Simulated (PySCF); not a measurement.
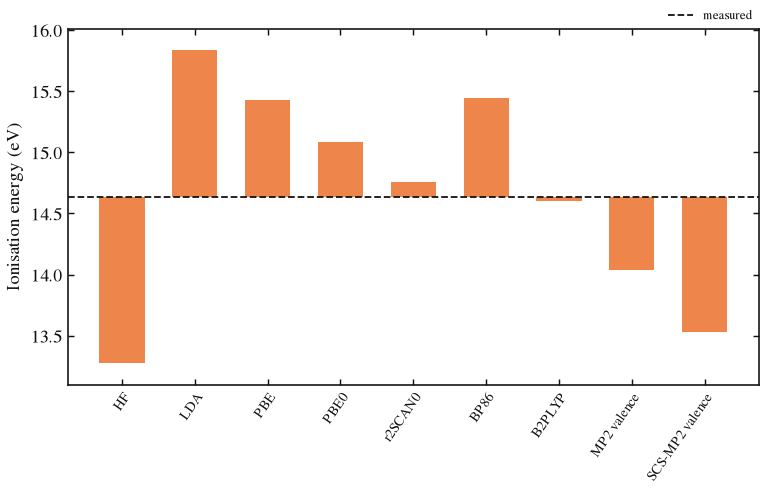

The ionisation energy of V⁺ ([Ar] 3d⁴ → [Ar] 3d³) across levels of theory. PySCF, aug-cc-pVTZ plus 1 diffuse shell for each l, non-relativistic, unrestricted single determinants, no spin-orbit coupling. Methods marked “valence” freeze 18 core electrons.

> Summarise the spread and list the values.

The values run from 13.28 eV (HF) to 15.83 eV (LDA). The measured value is 14.63 ± 0.007 eV; nearest to it come B2PLYP (−0.03) and r2SCAN0 (+0.12), furthest HF (−1.35 eV). These values lack spin-orbit coupling; with the first-order correction of −0.019 eV added, B2PLYP comes nearest (−0.05).

| Method | Ionisation energy (eV) |
| --- | --- |
| HF | 13.28 |
| LDA | 15.83 |
| PBE | 15.43 |
| PBE0 | 15.09 |
| r2SCAN0 | 14.76 |
| BP86 | 15.44 |
| B2PLYP | 14.60 |
| MP2 valence | 14.03 |
| SCS-MP2 valence | 13.53 |

Caveat: relativistic shift absent.
